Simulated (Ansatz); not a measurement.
## ZnS: S → Se

Take ZnS in the zinc blende structure (space group F-43m, No. 216; a = 5.357 Å) as the base.

Modification: every S is replaced by Se, then cell and atoms are relaxed.

Method: Kohn–Sham DFT with the PBEsol functional, run in Ansatz (a first-principles code) with PAW and 420 eV plane waves, spin-orbit coupling left out, earlier PAW set. Settings: 10×10×10 k-points, 0.05 eV Fermi–Dirac smearing, for the changed cell.

```csv
quantity,base,changed,shift
density,4.21 g/cm³,5.36 g/cm³,+1.15 g/cm³
lattice parameter a,5.357 Å,5.634 Å,+0.277 Å
space group,F-43m (No. 216),F-43m (No. 216),–
shortest interatomic distance,2.320 Å,2.439 Å,+0.1199 Å
band gap,2.08 eV,1.23 eV,-0.85 eV
gap character,direct at Γ,direct at Γ,–
width of the top valence band,2.86 eV,2.79 eV,-0.07 eV
electron mass,0.17 mₑ (at Γ),0.091 mₑ (at Γ),–
"hole mass (degenerate bands, along [100])","0.18, 0.66, 0.66 mₑ (at Γ)","0.096, 0.58, 0.58 mₑ (at Γ)",–
```

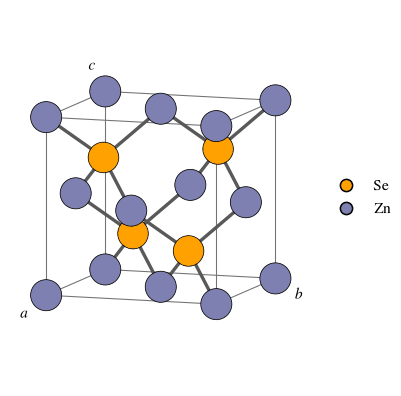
Fig. 1. The relaxed conventional cell after the change

Effective masses come from finite differences of ±0.01 Å⁻¹. Whether these cells are dynamically stable was not tested.
